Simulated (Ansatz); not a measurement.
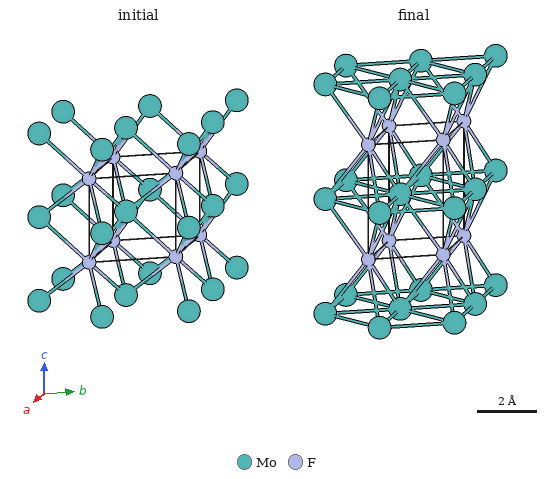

The structure of crystalline MoF (a generated structure, set up in P-6m2) (coarse preliminary run) before (left) and after (right) a relaxation, at one scale.

The picture is a ball-and-stick view of the cell of the calculation, seen slightly off an axis.

These are results of Ansatz 0.2.0, DFT PBE, scalar-relativistic, plane waves, PAW, not measurements.

Input
```yaml
crystal:
  lattice:
    - [3.07352049, 0.0, 0.0]
    - [-1.53676024, 2.66174682, 0.0]
    - [0.0, 0.0, 2.9607416]
  atoms:
    - { symbol: Mo, position: [0.66666667, 0.33333333, 0.5], spin: 1.0 }
    - { symbol: F, position: [0.0, 0.0, 0.0] }
basis:
  ecutwfc: 420
kpoints:
  mp_grid: { grid: [6, 6, 6] }
hamiltonian:
  xc: pbe
scf:
  occupations: { method: gaussian, width: 0.1 }
  lower_state_search: "off"
output:
  forces: true
  stress: true
  eigenvalues: true
  populations: true
magnetization:
  spin_polarized: true
relax:
  adjacent_minimum: "off"
  f_tol: 0.04
  max_steps: 70
  cell: { stress_tol: 0.4 }
```

Launched with:
```bash
ansatz run input.yaml --threads 1 --pin off --max-ram 2048MiB --backend cpu --events-out ev --progress --plain --runs-dir out
```

> What changed between the two?

The atoms keep their places relative to the cell (all moves are under 0.005 Å). The drawn cell changes as follows: a = b 3.074 → 2.651 Å (−13.7 %), c 2.961 → 4.060 Å (+37.1 %); the volume changes by +2.0 %. Some distances before and after: Mo1–Mo1 2.961 → 4.060 Å, Mo1–Mo1 (another image) 3.074 → 2.651 Å, Mo1–F2 2.311 → 2.542 Å. Among the angles between lasting bonds that change: Mo1–F2–Mo1 79.7° → 106.0°, F2–Mo1–F2 79.7° → 106.0°, Mo1–F2–Mo1 83.4° → 62.9°. The space group stays P-6m2 (No. 187). After 12 accepted moves (15 points after the start) the energy has fallen by 1.501 eV per cell of the calculation. All forces vanish by symmetry, so only the cell relaxes. Pressure: 15.36 GPa at the start and 0.05 GPa at the end. At 3 points the geometry stayed and the basis and grid were re-selected for the new cell (energy shift of 0.223 eV per cell of the calculation at most each time). The program noted that the starting moments weren't kept. The run may lie on a higher electronic state than the lowest, so the end point isn't shown to be the ground-state structure. Cost: 70 s on 1 thread of Arm Neoverse V1, with other jobs on the host, peak memory 0.28 GiB.
